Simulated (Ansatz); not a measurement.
**SiFCl3 (SiCl₃F): the relaxed shape and its frontier levels**

What does SiFCl3 (SiCl₃F) look like as a singlet, and where do its frontier electrons sit?

Computed with Ansatz 0.2.0, Gaussian basis. Level: RKS PBE0-D4/def2-TZVP.

Plan: relaxation at PBE-D4/def2-SVP; a search for the lowest solution at PBE0-D4/def2-SVP; a single point at PBE0-D4/def2-TZVP.

## Step 1: Starting geometry

5 atoms, charge 0, spin multiplicity 1.

Atoms are counted from 1 here; the program's logs count them from 0.

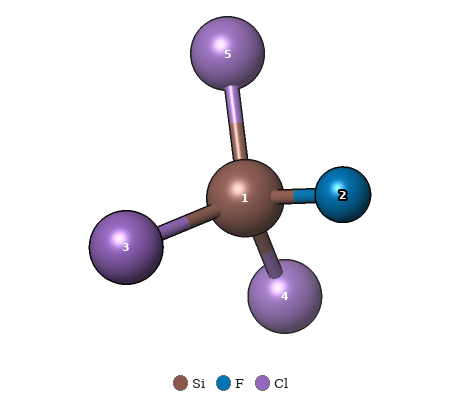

The starting geometry (silicon brown, fluorine blue, chlorine purple); atoms are numbered from 1 in the order of the file.

Coordinates:

```xyz
5

Si    0.0012    0.0003    0.0011
F     0.0080   -0.0159    1.6117
Cl    1.9180    0.0088   -0.5468
Cl   -0.9684    1.6641   -0.5172
Cl   -0.9588   -1.6572   -0.5489
```

The start is a GFN2-xTB geometry.

## Step 2: Optimising with PBE-D4/def2-SVP

File in.yaml:

```yaml
crystal:
  periodic: [false, false, false]
  atoms:
    - {symbol: Si, position_ang: [0.001240, 0.000280, 0.001110]}
    - {symbol: F, position_ang: [0.008020, -0.015930, 1.611740]}
    - {symbol: Cl, position_ang: [1.917960, 0.008800, -0.546760]}
    - {symbol: Cl, position_ang: [-0.968370, 1.664060, -0.517190]}
    - {symbol: Cl, position_ang: [-0.958850, -1.657200, -0.548890]}
basis:
  gaussian: {orbitals: def2-SVP}
hamiltonian: {xc: pbe, dispersion: d4}
scf: {omitted_lower_state_checks: [starts]}
output: {orbitals: {seedname: orbitals}}
relax: {f_tol: 0.02, max_steps: 100}
```

On the command line:

```sh
ansatz run in.yaml --threads 4 --pin off --events-out ev --progress --plain --max-ram 3916MiB
```

Log, cut to the lines that bear on the results:

```text
Functional definition: PBE
  name "PBE"
  cite "Perdew, Burke & Ernzerhof, Phys. Rev. Lett. 77, 3865 (1996) doi:10.1103/PhysRevLett.77.3865"
  parent pbe
[...]
929 factors; their error is unknown
[...]
mean field -48129.65136197 eV, -1768.7320641032 hartree, gradient 1.8e-5 eV, S^2 0.000000; 0 other end points of the search recorded, 0 dependent functions left out
[...]
reference -48129.65138695 eV, -1768.7320650211 hartree; 37, 37 occupied and 49, 49 virtual orbitals, 929 factors
relax step   1: F+E_penalty+E_count = -48129.86809913 eV  Δ(F+E_penalty+E_count) = +0.000e0 eV  max|allowed force component| = 1.077e0 eV/Å  Δτ_max = 0.0000 Å  (23 SCF iters, accepted)
[...]
relax step   4: F+E_penalty+E_count = -48129.98591424 eV  Δ(F+E_penalty+E_count) = -2.052e-5 eV  max|allowed force component| = 4.403e-2 eV/Å  Δτ_max = 0.0018 Å  (21 SCF iters, accepted)
[...]
relax step   5: F+E_penalty+E_count = -48129.98594150 eV  Δ(F+E_penalty+E_count) = -2.726e-5 eV  max|allowed force component| = 8.300e-4 eV/Å  Δτ_max = 0.0007 Å  (18 SCF iters, accepted)
[...]
929 factors; their error is unknown
mean field -48129.77193743 eV, -1768.7364951693 hartree, gradient 3.3e-5 eV, S^2 0.000000; 0 other end points of the search recorded, 0 dependent functions left out
[...]
reference -48129.77196272 eV, -1768.7364960986 hartree; 37, 37 occupied and 49, 49 virtual orbitals, 929 factors
Total energy: -48129.98596679 eV, -1768.7443606034 hartree
Atom 0 at     0.000410    -0.000544     0.062813 Å, force    -0.000704    -0.000406    -0.000513 eV/Å
Atom 1 at     0.008253    -0.016255     1.681419 Å, force     0.000613     0.000349     0.000352 eV/Å
Atom 2 at     1.936206     0.010156    -0.590973 Å, force    -0.000830     0.000392     0.000382 eV/Å
Atom 3 at    -0.976434     1.682357    -0.560406 Å, force     0.000788     0.000166     0.000049 eV/Å
Atom 4 at    -0.968435    -1.675704    -0.592843 Å, force     0.000133    -0.000501    -0.000270 eV/Å
Dipole moment:    -0.000399     0.001167    -0.111429 e Å
Checks for a lower state left out: starts
```

Run time: 3.7 s. Hardware: 4 threads of Arm Neoverse V2, shared host.

The steps of the relaxation:

| step | energy from step 1 (eV) | largest force component (eV/Å) |
| --- | --- | --- |
| 1 | 0.0000 | 1.0767 |
| 2 | -0.1164 | 0.2013 |
| 3 | -0.1178 | 0.0604 |
| 4 | -0.1178 | 0.0440 |
| 5 | -0.1178 | 0.0008 |

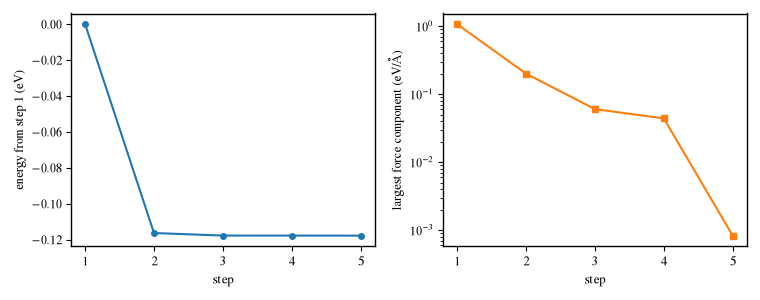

Energy and force, step by step.

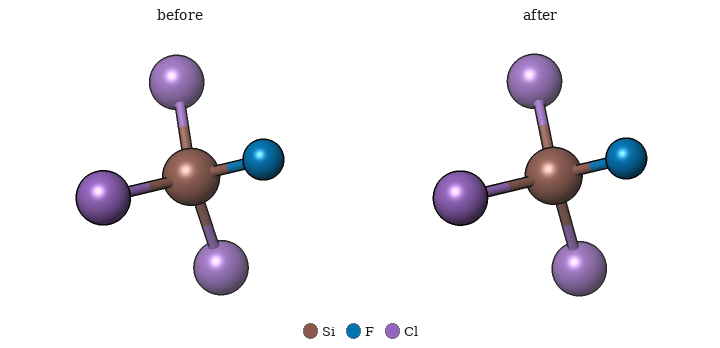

The geometry before (left) and after (right).

Close pairs (by a distance rule), those that changed most:

| bond | before (Å) | after (Å) | change (Å) |
| --- | --- | --- | --- |
| Si1–Cl5 | 1.993 | 2.043 | +0.050 |
| Si1–Cl3 | 1.994 | 2.043 | +0.050 |
| Si1–Cl4 | 1.994 | 2.043 | +0.049 |
| Si1–F2 | 1.611 | 1.619 | +0.008 |

Bonds by kind at the end (by distance):

| bond | count | shortest (Å) | longest (Å) |
| --- | --- | --- | --- |
| Cl–Si | 3 | 2.043 | 2.043 |
| F–Si | 1 | 1.619 | 1.619 |

## Step 3: Searching for the lowest solution, PBE0-D4/def2-SVP

start.molden holds the orbitals of an earlier run on this state, given as this run's starting guess.

File in.yaml:

```yaml
crystal:
  periodic: [false, false, false]
  atoms:
    - {symbol: Si, position_ang: [0.000410, -0.000544, 0.062813]}
    - {symbol: F, position_ang: [0.008253, -0.016255, 1.681419]}
    - {symbol: Cl, position_ang: [1.936206, 0.010156, -0.590973]}
    - {symbol: Cl, position_ang: [-0.976434, 1.682357, -0.560406]}
    - {symbol: Cl, position_ang: [-0.968435, -1.675704, -0.592843]}
basis:
  gaussian: {orbitals: def2-SVP, initial_orbitals: start.molden}
hamiltonian: {xc: pbe0, dispersion: d4}
output: {orbitals: {seedname: orbitals}}
```

The command is unchanged.

Log:

```text
Functional definition: PBE0
  name "PBE0"
  cite "Adamo & Barone, J. Chem. Phys. 110, 6158 (1999) doi:10.1063/1.478522"
  cite "Perdew, Burke & Ernzerhof, Phys. Rev. Lett. 77, 3865 (1996) doi:10.1103/PhysRevLett.77.3865"
  parent pbe
  parameter a = 0.25
  parameter kappa = 0.804
  parameter beta = 0.06672455060314922
  exchange = (1 - a)*pbe_x(kappa = kappa, mu = beta*pi^2/3) + a*exact_x
  correlation = pbe_c(beta = beta)
768 factors; integrals over basis functions are off by at most 8.4e-4 eV
mean field evaluation 1: about -48133.5193 eV, gradient 7.9e0 eV
mean field evaluation 2: about -48133.6049 eV, gradient 1.3e-1 eV
mean field evaluation 4: about -48133.6456 eV, gradient 3.8e-4 eV
mean field evaluation 8: about -48131.9209 eV, gradient 3.1e1 eV
mean field evaluation 16: about -48133.6455 eV, gradient 6.4e-3 eV
mean field -48133.64555624 eV, -1768.8788480351 hartree, gradient 1.6e-5 eV, S^2 0.000000; 1 other end points of the search recorded, 0 dependent functions left out
reference -48133.64557496 eV, -1768.8788487230 hartree; 37, 37 occupied and 49, 49 virtual orbitals, 768 factors
Total energy: -48133.82794895 eV, -1768.8855508437 hartree
```

Run time: 1.1 s. Hardware: 4 threads of Arm Neoverse V2, shared host.

HOMO -9.57 eV, LUMO -0.43 eV.

## Step 4: Single point, PBE0-D4/def2-TZVP

in.yaml: that of step 3 with these lines changed.

```diff
@@ -9,4 +9,5 @@
 basis:
-  gaussian: {orbitals: def2-SVP, initial_orbitals: start.molden}
+  gaussian: {orbitals: def2-TZVP, initial_orbitals: start.molden}
 hamiltonian: {xc: pbe0, dispersion: d4}
-output: {orbitals: {seedname: orbitals}}
+scf: {omitted_lower_state_checks: [starts]}
+output: {forces: true, orbitals: {seedname: orbitals}}
```

Same command.

Log, cut to the lines that bear on the results:

```text
Functional definition: PBE0
  name "PBE0"
  cite "Adamo & Barone, J. Chem. Phys. 110, 6158 (1999) doi:10.1063/1.478522"
  cite "Perdew, Burke & Ernzerhof, Phys. Rev. Lett. 77, 3865 (1996) doi:10.1103/PhysRevLett.77.3865"
  parent pbe
[...]
1228 factors; their error is unknown
[...]
mean field -48153.09213200 eV, -1769.5934965129 hartree, gradient 7.4e-6 eV, S^2 0.000000; 0 other end points of the search recorded, 0 dependent functions left out
[...]
reference -48153.09215820 eV, -1769.5934974756 hartree; 37, 37 occupied and 142, 142 virtual orbitals, 1228 factors
Total energy: -48153.27453219 eV, -1769.6001995964 hartree
Atom 0 at     0.000410    -0.000544     0.062813 Å, force     0.003146    -0.008836     0.854983 eV/Å
Atom 1 at     0.008253    -0.016255     1.681419 Å, force    -0.006724     0.015100    -1.518801 eV/Å
Atom 2 at     1.936206     0.010156    -0.590973 Å, force    -0.621896    -0.003166     0.224664 eV/Å
Atom 3 at    -0.976434     1.682357    -0.560406 Å, force     0.314357    -0.540003     0.214532 eV/Å
Atom 4 at    -0.968435    -1.675704    -0.592843 Å, force     0.311117     0.536904     0.224622 eV/Å
Dipole moment:    -0.000549     0.001453    -0.141252 e Å
Checks for a lower state left out: starts
```

It took 3 s on 4 threads of Arm Neoverse V2, shared host.

HOMO -9.67 eV, LUMO -0.74 eV.

Mulliken charges, from this run's orbitals:

| atom | value (e) |
| --- | --- |
| Si1 | 0.77 |
| F2 | -0.27 |
| Cl3 | -0.17 |
| Cl4 | -0.17 |
| Cl5 | -0.17 |

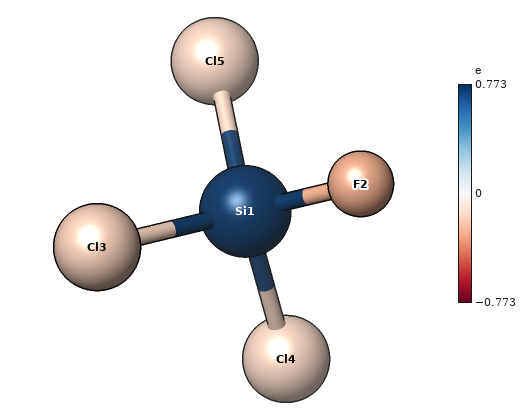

Mulliken charges, from this run's orbitals, as colours on the atoms.

Largest Mayer bond orders: Si1–Cl3 1.23; Si1–Cl4 1.23; Si1–Cl5 1.23; Si1–F2 1.14.

Orbitals, density, ELF and potential are computed afterwards from the orbital file.

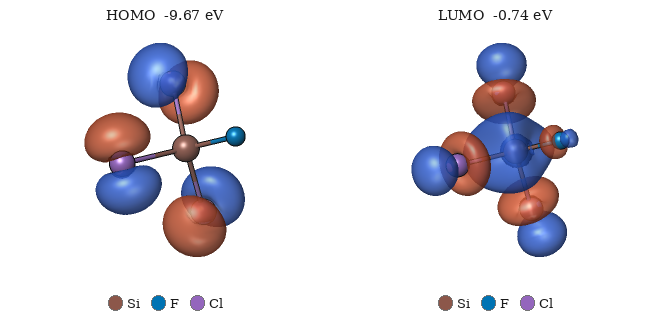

Frontier orbitals at PBE0-D4/def2-TZVP; each surface holds 70 % of the orbital's density, blue and red mark the sign.

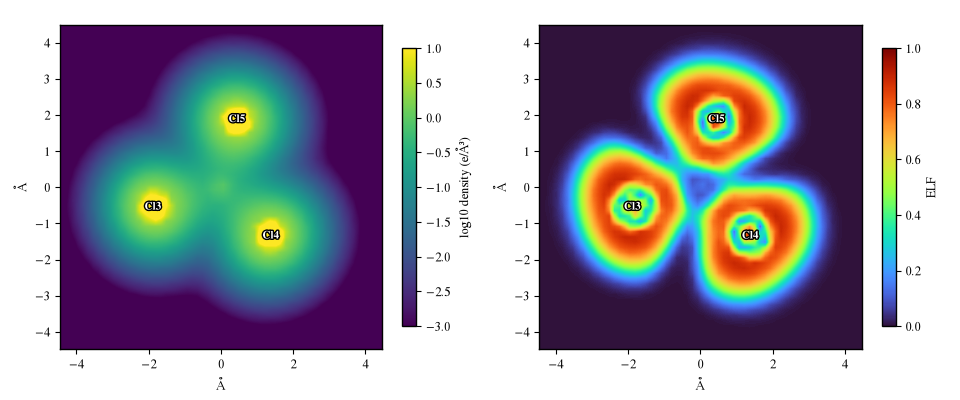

Density (left) and ELF (right) in a plane through or near 3 of the atoms.

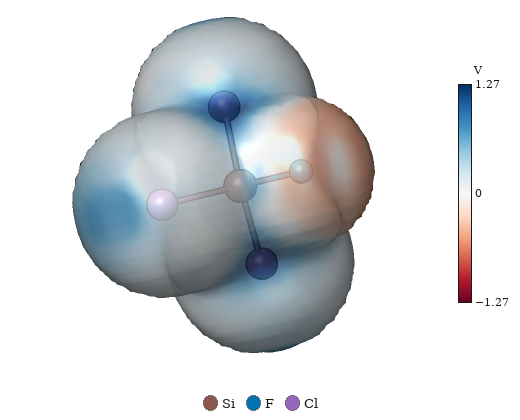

The potential that a unit positive charge feels on the 0.002 e/bohr³ surface, from -0.51 V near F2 to 1.27 V near Si1.

## Step 5: Summary of results

```
                       quantity                            value
                    point group                              C3v
                 commonest bond  Cl–Si, 3 of mean length 2.043 Å
HOMO, LUMO at PBE0-D4/def2-TZVP                  -9.67, -0.74 eV
      dipole at PBE-D4/def2-SVP                           0.54 D
```

In words: The molecule keeps its bonding pattern by the stored test; the atoms moved 0.06 Å (rms). No usable vibrations, so a minimum isn't proven. The HOMO lies nearest to Cl3, Cl4, Cl5 about 33 % each and the LUMO to Si1 36 %; Cl3, Cl4, Cl5 about 20 % each.
